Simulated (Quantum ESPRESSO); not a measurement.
## In K-edge XANES of Sc3InB (Pm-3m)

What does one-electron theory with a core hole give for the In K edge of Sc3InB (Pm-3m)?

Method: X-ray absorption near-edge structure, plane-wave PAW PBEsol, one-electron final states by a Lanczos continued fraction, in Quantum ESPRESSO 7.5.

## 1. Set-up

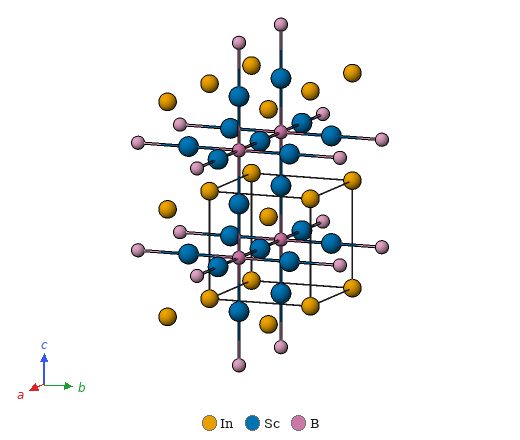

The starting structure, seen slightly off an axis (indium orange, scandium blue, boron pink). 2×1×2 cells are drawn. Some periodic images of atoms are drawn too.

## 2. Ground state of the crystal

The ground state comes first: it tells whether the system has a gap, which decides how the excited electron is treated.

The PAW data sets are made with ld1.x, with reconstruction data.

scf.in reads:

```
&control
   calculation='scf', prefix='x', pseudo_dir='../pp', outdir='tmp', tprnfor=.true.
/
&system
   ibrav=0, nat=5, ntyp=3, nbnd=30
   ecutwfc=50, ecutrho=450
   occupations='smearing', smearing='mv', degauss=0.015
/
&electrons
   conv_thr=5.0e-08, electron_maxstep=120
   mixing_beta=0.5
/
ATOMIC_SPECIES
In3 1.0 In.pbesol-dn-kjpaw.UPF
Sc 1.0 Sc.pbesol-spn-kjpaw.UPF
B 1.0 B.pbesol-n-kjpaw.UPF
CELL_PARAMETERS angstrom
  4.56000000 0.00000000 0.00000000
  0.00000000 4.56000000 0.00000000
  0.00000000 0.00000000 4.56000000
ATOMIC_POSITIONS crystal
In3  0.00000000 0.00000000 0.00000000
Sc   0.50000000 0.50000000 0.00000000
Sc   0.50000000 0.00000000 0.50000000
Sc   0.00000000 0.50000000 0.50000000
B    0.50000000 0.50000000 0.50000000
K_POINTS automatic
6 6 6 0 0 0
```

Started as:

```console
OMP_NUM_THREADS=1 mpirun --oversubscribe --bind-to none -np 4 pw.x -nk 4 -in scf.in > scf.out
```

The program printed:

```text
     [... banner and references ...]
using ibrav=0 with symmetry is DISCOURAGED, use correct ibrav instead

     G-vector sticks info
     --------------------

     Using Slab Decomposition

     bravais-lattice index     =            0
     lattice parameter (alat)  =       8.6172  a.u.
     unit-cell volume          =     639.8691 (a.u.)^3
     number of atoms/cell      =            5
     number of atomic types    =            3
     number of electrons       =        49.00
     number of Kohn-Sham states=           30
     kinetic-energy cutoff     =      50.0000  Ry
     charge density cutoff     =     450.0000  Ry
     scf convergence threshold =      5.0E-08
     mixing beta               =       0.5000
     number of iterations used =            8  plain     mixing
     Exchange-correlation= SLA  PW   PSX  PSC
                           (   1   4  10   8   0   0   0)

     celldm(1)=   8.617151  celldm(2)=   0.000000  celldm(3)=   0.000000
     celldm(4)=   0.000000  celldm(5)=   0.000000  celldm(6)=   0.000000

     crystal axes: (cart. coord. in units of alat)
               a(1) = (   1.000000   0.000000   0.000000 )
               a(2) = (   0.000000   1.000000   0.000000 )
               a(3) = (   0.000000   0.000000   1.000000 )

     reciprocal axes: (cart. coord. in units 2 pi/alat)
               b(1) = (  1.000000  0.000000  0.000000 )
               b(2) = (  0.000000  1.000000  0.000000 )
               b(3) = (  0.000000  0.000000  1.000000 )

     PseudoPot. #1 for In:     Pseudo is Projector augmented-wave + core cor, Zval = 13.0

     PseudoPot. #2 for Sc:     Pseudo is Projector augmented-wave + core cor, Zval = 11.0

     ../pp/B.pbesol-n-kjpaw.UPF
     Pseudo is Projector augmented-wave + core cor, Zval =  3.0
     Shape of augmentation charge: PSQ
     Using radial grid of 1059 points,  4 beta functions with:
                l(1) =   0
                l(2) =   0
                l(3) =   1
                l(4) =   1
     Q(r) pseudized with 0 coefficients

     atomic species   valence    mass     pseudopotential
     In3              13.00     1.00000     In( 1.00)
     Sc               11.00     1.00000     Sc( 1.00)
     B                 3.00     1.00000     B ( 1.00)

     48 Sym. Ops., with inversion, found

   Cartesian axes

     site n.     atom                  positions (alat units)
         1        In3    tau(   1) = (   0.0000000   0.0000000   0.0000000  )
         2        Sc     tau(   2) = (   0.5000000   0.5000000   0.0000000  )
         3        Sc     tau(   3) = (   0.5000000   0.0000000   0.5000000  )
         4        Sc     tau(   4) = (   0.0000000   0.5000000   0.5000000  )
         5        B      tau(   5) = (   0.5000000   0.5000000   0.5000000  )

     number of k points=    20  Marzari-Vanderbilt smearing, width (Ry)=  0.0150
                       cart. coord. in units 2pi/alat
        k(    1) = (   0.0000000   0.0000000   0.0000000), wk =   0.0092593
        k(    2) = (   0.0000000   0.0000000   0.1666667), wk =   0.0555556
        k(    3) = (   0.0000000   0.0000000   0.3333333), wk =   0.0555556
        k(    4) = (   0.0000000   0.0000000  -0.5000000), wk =   0.0277778
        k(    5) = (   0.0000000   0.1666667   0.1666667), wk =   0.1111111
[...]
k(   18) = (   0.3333333   0.3333333  -0.5000000), wk =   0.1111111
        k(   19) = (   0.3333333  -0.5000000  -0.5000000), wk =   0.0555556
        k(   20) = (  -0.5000000  -0.5000000  -0.5000000), wk =   0.0092593

     Dense  grid:   103311 G-vectors     FFT dimensions: (  60,  60,  60)

     Smooth grid:    30647 G-vectors     FFT dimensions: (  40,  40,  40)

     Initial potential from superposition of free atoms

     starting charge      48.9892, renormalised to      49.0000
     Starting wfcs are   43 randomized atomic wfcs
     Checking if some PAW data can be deallocated...

[...]
estimated scf accuracy    <       0.00000021 Ry

     iteration # 25     ecut=    50.00 Ry     beta= 0.50
     Davidson diagonalization with overlap
     ethr =  4.23E-10,  avg # of iterations =  2.6

     total energy              =    -882.13323071 Ry
     estimated scf accuracy    <       0.00000006 Ry

     iteration # 26     ecut=    50.00 Ry     beta= 0.50
     Davidson diagonalization with overlap
     ethr =  1.22E-10,  avg # of iterations =  5.0

     End of self-consistent calculation

          k = 0.0000 0.0000 0.0000 (  3887 PWs)   bands (ev):

   -38.2792 -38.2037 -38.2037 -17.1604 -17.1604 -17.1604 -17.0087 -17.0087
   -17.0087 -16.7838 -16.7838 -16.7838  -3.0642  -3.0642  -3.0567  -3.0567
    -3.0567   2.7107   5.0544  10.1952  10.1952  10.1952  10.2563  10.2563
    10.6054  10.6054  10.6054  13.2743  13.2743  13.2743

          k = 0.0000 0.0000 0.1667 (  3831 PWs)   bands (ev):

   -38.2747 -38.2081 -38.2036 -17.1484 -17.1484 -17.1438 -17.0126 -17.0126
   -17.0101 -16.8044 -16.7920 -16.7920  -3.0614  -3.0562  -3.0559  -3.0545
[...]
10.4700  10.6724  10.7243  12.4869  13.1442  13.1442

          k = 0.0000 0.0000 0.3333 (  3824 PWs)   bands (ev):

[...]
10.2071  10.8272  10.9632  12.1841  13.1452  13.1464

          k = 0.0000 0.0000-0.5000 (  3804 PWs)   bands (ev):

[...]
10.0591  10.9206  11.3410  12.3216  12.7050  13.1718

          k = 0.0000 0.1667 0.1667 (  3820 PWs)   bands (ev):

[...]
10.6678  10.8597  10.9040  12.7351  12.8000  12.8181

          k = 0.0000 0.1667 0.3333 (  3817 PWs)   bands (ev):

[...]
k = 0.0000 0.1667-0.5000 (  3824 PWs)   bands (ev):

[...]
k = 0.0000 0.3333 0.3333 (  3820 PWs)   bands (ev):

[...]
k = 0.0000 0.3333-0.5000 (  3818 PWs)   bands (ev):

[...]
k = 0.0000-0.5000-0.5000 (  3836 PWs)   bands (ev):

[...]
k = 0.1667 0.1667 0.1667 (  3809 PWs)   bands (ev):

[...]
k = 0.1667 0.1667 0.3333 (  3819 PWs)   bands (ev):

[...]
k = 0.1667 0.1667-0.5000 (  3810 PWs)   bands (ev):

[...]
k = 0.1667 0.3333 0.3333 (  3824 PWs)   bands (ev):

[...]
k = 0.1667 0.3333-0.5000 (  3810 PWs)   bands (ev):

[...]
k = 0.1667-0.5000-0.5000 (  3844 PWs)   bands (ev):

[...]
k = 0.3333 0.3333 0.3333 (  3830 PWs)   bands (ev):

[...]
k = 0.3333 0.3333-0.5000 (  3818 PWs)   bands (ev):

[...]
9.7305  12.0810  12.1230  12.4227  12.4628  12.4720

          k = 0.3333-0.5000-0.5000 (  3808 PWs)   bands (ev):

[...]
9.6679  12.2283  12.2283  12.3566  12.3567  12.3735

          k =-0.5000-0.5000-0.5000 (  3840 PWs)   bands (ev):

   -38.2286 -38.2286 -38.2286 -17.2094 -17.1766 -17.1766 -17.1766 -16.9058
   -16.9058 -16.9058 -16.7165 -16.7165  -3.0690  -3.0690  -3.0690  -3.0185
    -3.0185   5.6776   6.0253   7.6312   7.6312   7.6312   9.5441   9.5441
     9.5441  12.2383  12.2383  12.2383  12.2898  12.2898

     the Fermi energy is    10.2238 ev

!    total energy              =    -882.13323069 Ry
     total all-electron energy =    -16387.687283 Ry
     estimated scf accuracy    <       0.00000003 Ry
     smearing contrib. (-TS)   =       0.00242434 Ry
     internal energy E=F+TS    =    -882.13565503 Ry

     The total energy is F=E-TS. E is the sum of the following terms:
     one-electron contribution =    -126.33310466 Ry
     hartree contribution      =      88.12236906 Ry
     xc contribution           =    -100.76826995 Ry
     ewald contribution        =    -294.67252072 Ry
     one-center paw contrib.   =    -448.48412876 Ry

     convergence has been achieved in  26 iterations

     Forces acting on atoms (cartesian axes, Ry/au):

     atom    1 type  1   force =     0.00000000    0.00000000    0.00000000
     atom    2 type  2   force =     0.00000000    0.00000000    0.00000000
     atom    3 type  2   force =     0.00000000    0.00000000    0.00000000
     atom    4 type  2   force =     0.00000000    0.00000000    0.00000000
     atom    5 type  3   force =     0.00000000    0.00000000    0.00000000

     Total force =     0.000000     Total SCF correction =     0.000000

     XML data file, charge density, pseudopotentials, collected wavefunctions

=------------------------------------------------------------------------------=
   JOB DONE.
=------------------------------------------------------------------------------=
```

It took 29 s on 4 MPI ranks of Intel Xeon 6975P-C (Granite Rapids), shared host; peak memory 0.2 GiB.

Absorbing atoms carry a label of their own (element plus a letter or digit), as the spectrum program needs them as separate species.

The mesh shows no gap, so the system is treated as a metal and the core electron is put at the Fermi level (neutral cell).

## 3. Spectrum without a core hole, In atom 1

This cheap baseline ignores the attraction of the hole: it shows the absorber's empty states as they are in the ground state.

The absorber has 12 Sc at 3.22 Å (cuboctahedral, site symmetry m-3m).

xspectra.in reads:

```
&input_xspectra
   calculation='xanes_dipole', edge='K'
   prefix='x', outdir='tmp', xiabs=1, xe0=10.2238
   xonly_plot=.false., x_save_file='xanes.sav'
   xniter=3000, xcheck_conv=20, xerror=0.005
   xcoordcrys=.false., xepsilon(1)=1, xepsilon(2)=0, xepsilon(3)=0
/
&plot
   xnepoint=501, xemin=-10, xemax=70, terminator=.true., cut_occ_states=.true.
   xgamma=0.4
/
&pseudos
   filecore='../In.wfc'
/
&cut_occ
   cut_desmooth=0.1, cut_stepl=0.05, cut_stepu=0.05, cut_ierror=1e-5
/
5 5 5 0 0 0
```

Started as:

```console
OMP_NUM_THREADS=1 mpirun --oversubscribe --bind-to none -np 4 xspectra.x -nk 4 -in xspectra.in > xspectra.out
```

The program printed:

```text
     [... banner and references ...]
Reading input_file

     calculation: xanes_dipole

     xepsilon  [cartesian coordinates]:   1.000000   0.000000   0.000000

     xonly_plot: FALSE
        => complete calculation: Lanczos + spectrum plot

     filecore (core-wavefunction file): ../In.wfc

     main plot parameters:
        cut_occ_states: TRUE
        gamma_mode:  constant
        -> using xgamma [eV]:  0.40
        xemin [eV]: -10.00
        xemax [eV]:  70.00
        xnepoint:  501
        xe0 [eV]:  10.223800 (energy zero read in input file)

[...]
x_save_file name:
     ->  xanes.sav
     x_save_file version:  2

     ... End STEP 1 ...

     ... Begin STEP 2 ...

     The spectrum is calculated using the following parameters:
        xe0 [eV]:   10.2238
        the occupied states are elimintate from the spectrum
        xemin [eV]: -10.00
        xemax [eV]:  70.00
        xnepoint:  501
        constant broadening parameter [eV]:    0.400
        Core level energy [eV]: -0.2794E+05
         (from electron binding energy of neutral atoms in X-ray data booklet)

     Cross-section successfully written in xanes.dat

     ... End STEP 2 ...

                                END JOB XSpectra
```

The job ended after 30 s (4 MPI ranks; peak memory 0.18 GiB).

The core hole lives too briefly for so narrow a line (tabulated full width 7.9 eV). The run keeps xgamma small, and the tables are broadened afterwards: Lorentzian half width 3.96 eV (not a setting of the program: the run's 0.4 eV curve was folded afterwards with a further Lorentzian).

The In K spectrum, In atom 1, no core hole (energy from the energy zero of the input (xe0, at the border of filled and empty states); intensity scaled to a mean of 1 over the first 20 eV; folded afterwards to Lorentzian half width 3.96 eV; the points at xe0, where the cut of filled states can leave a spike, are interpolated):

```csv
E (eV),intensity
-2.0,0.28
-0.5,0.35
1.0,0.46
2.5,0.59
4.0,0.75
5.5,0.90
7.0,1.03
8.5,1.12
10.0,1.19
11.5,1.24
13.0,1.26
14.5,1.22
16.0,1.15
17.5,1.09
19.0,1.08
20.5,1.11
22.0,1.17
23.5,1.25
25.0,1.33
26.5,1.37
28.0,1.38
29.5,1.36
31.0,1.32
```

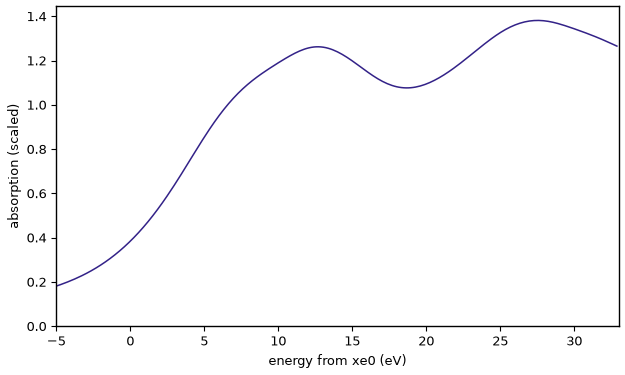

The In K edge, In atom 1, no core hole: main maxima at 12.7 and 27.6 eV.

Main maxima below 30 eV (height): 12.7 eV (1.26) and 27.6 eV (1.38). A K edge sees empty p states on the absorber.

## 4. Supercell without a hole, the energy reference

The photon energy needs a difference of total energies, so the cell and mesh of the coming hole run are first run without a hole.

scf.in reads:

```
&control
   calculation='scf', prefix='x', pseudo_dir='../pp', outdir='tmp', tprnfor=.true.
/
&system
   ibrav=0, nat=10, ntyp=3, nbnd=60
   ecutwfc=50, ecutrho=450
   occupations='smearing', smearing='mv', degauss=0.015
/
&electrons
   conv_thr=1.0e-07, electron_maxstep=120
   mixing_beta=0.5
/
ATOMIC_SPECIES
In 1.0 In.pbesol-dn-kjpaw.UPF
Sc 1.0 Sc.pbesol-spn-kjpaw.UPF
B 1.0 B.pbesol-n-kjpaw.UPF
CELL_PARAMETERS angstrom
  4.56000000 0.00000000 4.56000000
  0.00000000 4.56000000 4.56000000
  -4.56000000 0.00000000 4.56000000
ATOMIC_POSITIONS crystal
In   0.00000000 0.00000000 0.00000000
In   0.50000000 0.00000000 0.50000000
Sc   0.00000000 0.50000000 0.50000000
Sc   0.50000000 0.50000000 0.00000000
Sc   0.50000000 0.00000000 0.00000000
Sc   0.00000000 0.00000000 0.50000000
Sc   0.00000000 0.50000000 0.00000000
Sc   0.50000000 0.50000000 0.50000000
B    0.25000000 0.50000000 0.75000000
B    0.75000000 0.50000000 0.25000000
K_POINTS automatic
6 6 6 0 0 0
```

Started as:

```console
OMP_NUM_THREADS=1 mpirun --oversubscribe --bind-to none -np 4 pw.x -nk 4 -in scf.in > scf.out
```

The program printed:

```text
     [... banner and references ...]
[banner, memory and clock lines left out]
Found identity + ( -0.5000  0.0000 -0.5000) symmetry
     This is a supercell, fractional translations are disabled
     using ibrav=0 with symmetry is DISCOURAGED, use correct ibrav instead

     G-vector sticks info

     bravais-lattice index     =            0
     lattice parameter (alat)  =      12.1865  a.u.
     unit-cell volume          =    1279.7382 (a.u.)^3
[...]
atom    1 type  1   force =     0.00000000   -0.00000000    0.00000000
     atom    2 type  1   force =    -0.00000000   -0.00000000    0.00000000
     atom    3 type  2   force =     0.00000000   -0.00000000    0.00000000
[...]
atom    9 type  3   force =     0.00000000   -0.00000000    0.00000000
     atom   10 type  3   force =    -0.00000000   -0.00000000   -0.00000000

     Total force =     0.000000     Total SCF correction =     0.000000

     XML data file, charge density, pseudopotentials, collected wavefunctions
[key lines of the parts left out:]
!    total energy              =   -1764.26782832 Ry
the Fermi energy is    10.2206 ev
convergence has been achieved in  23 iterations
```

Run time: 86 s. Hardware: 4 MPI ranks; peak memory 0.37 GiB; 5.7 min of CPU time.

Reference energy: -445931.707 eV with the cores included.

## 5. The atom with a core hole

The final state has one core electron fewer, so a PAW data set is made for an atom with that hole.

In.pbesol-dn-kjpaw-1sch.ld1.in reads:

```
&input
   title='In', zed=49., rel=1, iswitch=3, dft='PBESOL',
   config='1s1 2s2 2p6 3s2 3p6 3d10 4s2 4p6 5s2 5p2 4d10'
/
&inputp
   file_pseudopw='In.pbesol-dn-kjpaw-1sch.UPF', author='',
   lpaw=.true.,
   pseudotype=3,
   lloc=-1,
   rcloc=1.9,
   which_augfun='PSQ',
   rmatch_augfun_nc=.true.,
   nlcc=.true.,
   new_core_ps=.true.,
   rcore=1.2,
   tm=.true.,
   zval=14,
   lgipaw_reconstruction=.true., use_paw_as_gipaw=.true.
/
6
5S  1  0  2.00  0.00  1.80  2.00  0.0
5S  1  0  0.00  3.00  1.80  2.00  0.0
5P  2  1  2.00  0.00  1.90  2.50  0.0
5P  2  1  0.00  6.00  1.90  2.50  0.0
4D  3  2  10.00  0.00  1.40  1.70  0.0
4D  3  2  0.00  5.00  1.40  1.70  0.0
```

Started as:

```console
ld1.x < In.pbesol-dn-kjpaw-1sch.ld1.in > In.pbesol-dn-kjpaw-1sch.ld1.out
```

The program printed:

```text
     [... banner and references ...]
PAW data will be used for GIPAW calculation
     --------------------------- All-electron run ----------------------------

     In
     scalar relativistic calculation

     atomic number is 49.00
     dft =PBESOL   lsd =0 sic =0 latt =0  beta=0.20 tr2=1.0E-14
     Exchange-correlation= PBESOL
                           (   1   4  10   8   0   0   0)
     mesh =1241 r(mesh) = 100.30140 a.u. xmin = -7.00 dx = 0.01250
     1 Ry =  13.60569312 eV, c = 137.03599908

     n l     nl                  e(Ry)          e(Ha)          e(eV)
     1 0     1S 1( 1.00)     -2086.0353     -1043.0177    -28381.9563
     2 0     2S 1( 2.00)      -317.6421      -158.8211     -4321.7415
     2 1     2P 1( 6.00)      -288.3529      -144.1765     -3923.2416
[...]
3 2     3D 1(10.00)       -34.8855       -17.4427      -474.6412
[...]
4 2     4D 1(10.00)        -1.9123        -0.9561       -26.0180

     final scf error:  3.7E-15 reached in  35 iterations

     Etot =   -9696.655038 Ry,   -4848.327519 Ha, -131929.712766 eV

     Ekin =   10037.932839 Ry,    5018.966420 Ha,  136573.033801 eV
     Encl =  -23927.547262 Ry,  -11963.773631 Ha, -325550.865237 eV
     Eh   =    4475.450405 Ry,    2237.725203 Ha,   60891.604802 eV
     Exc  =    -282.491020 Ry,    -141.245510 Ha,   -3843.486131 eV

     normalization and overlap integrals

     s(1S/1S) =  1.000000  <r> =   0.0295  <r2> =    0.0012  r(max) =   0.0192
     s(1S/2S) = -0.012900
     s(1S/3S) = -0.005396
     s(1S/4S) = -0.002402
[...]
s(2S/2S) =  1.000000  <r> =   0.1267  <r2> =    0.0189  r(max) =   0.1076
[...]
s(2P/2P) =  1.000000  <r> =   0.1099  <r2> =    0.0147  r(max) =   0.0849
[...]
Encl =  -23927.547262 Ry,  -11963.773631 Ha, -325550.865237 eV
     Eh   =    4475.450405 Ry,    2237.725203 Ha,   60891.604802 eV
     Exc  =    -282.491020 Ry,    -141.245510 Ha,   -3843.486131 eV

     normalization and overlap integrals

[...]
s(3S/5S) = -0.000297
[...]
s(3P/5P) = -0.000192
     s(3D/3D) =  1.000000  <r> =   0.3144  <r2> =    0.1174  r(max) =   0.2517
     s(3D/4D) = -0.000525
     s(4S/4S) =  1.000000  <r> =   0.8241  <r2> =    0.7686  r(max) =   0.7469
     s(4S/5S) = -0.000183
     s(4P/4P) =  1.000000  <r> =   0.8869  <r2> =    0.8993  r(max) =   0.7852
     s(4P/5P) = -0.000118
     s(5S/5S) =  1.000000  <r> =   2.4121  <r2> =    6.6509  r(max) =   2.0303
     s(5P/5P) =  1.000000  <r> =   3.2262  <r2> =   12.1942  r(max) =   2.5426
     s(4D/4D) =  1.000000  <r> =   1.0979  <r2> =    1.4353  r(max) =   0.8897

     ------------------------ End of All-electron run ------------------------

     ---------------------- Testing the pseudopotential ----------------------

     In
     scalar relativistic calculation

     atomic number is 49.00   valence charge is 14.00
     dft = SLA  PW   PSX  PSC   lsd =0 sic =0 latt =0  beta=0.20 tr2=1.0E-14
     mesh =1241 r(mesh) = 100.30140 xmin = -7.00 dx = 0.01250

     n l     nl             e AE (Ry)        e PS (Ry)    De AE-PS (Ry)
     1 0     5S   1( 2.00)       -0.76680       -0.76681        0.00000
     2 1     5P   1( 2.00)       -0.27422       -0.27422        0.00000
     3 2     4D   1(10.00)       -1.91229       -1.91229        0.00000

     eps = 2.0E-15  iter =  4

     Etot =   -9696.655038 Ry,   -4848.327519 Ha, -131929.712766 eV
     Etotps =  -394.903139 Ry,    -197.451569 Ha,   -5372.930916 eV

     Ekin =     257.134415 Ry,     128.567207 Ha,    3498.491936 eV
     Encl =    -490.406660 Ry,    -245.203330 Ha,   -6672.322527 eV
     Ehrt =     120.860119 Ry,      60.430059 Ha,    1644.385688 eV
     Ecxc =    -282.491012 Ry,    -141.245506 Ha,   -3843.486014 eV
     (Ecc =     -24.230028 Ry,     -12.115014 Ha,    -329.666330 eV)

     ---------------------- End of pseudopotential test ----------------------
```

Wall time 0.84 s (1 MPI rank); peak memory 0.13 GiB.

Removing the core electron and adding it to the valence shell costs the free atom 28045.0 eV.

(Continued in part 2 of 3.)

[Banner, clock and machine lines of the logs are left out without a mark of their own.]

[Logs are printed without paths, hosts, clocks, repeated set-up lines and the standing remarks that a program may print on its own settings, such as how far it seeks lower states.]

[Hosts, paths, dates, database ids (printed as entryN), source tags and the programs' standing remarks are cut or masked in the printed files.]

[Lists of maxima count a maximum above −3 eV only where it reaches 4 % of the highest in the window and stands out from its surroundings by 2 % of it (1.5 % where it reaches 55 %); shoulders and weaker maxima are passed over, and of the rest the first, up to two pre-edge ones and the few strongest are named.]
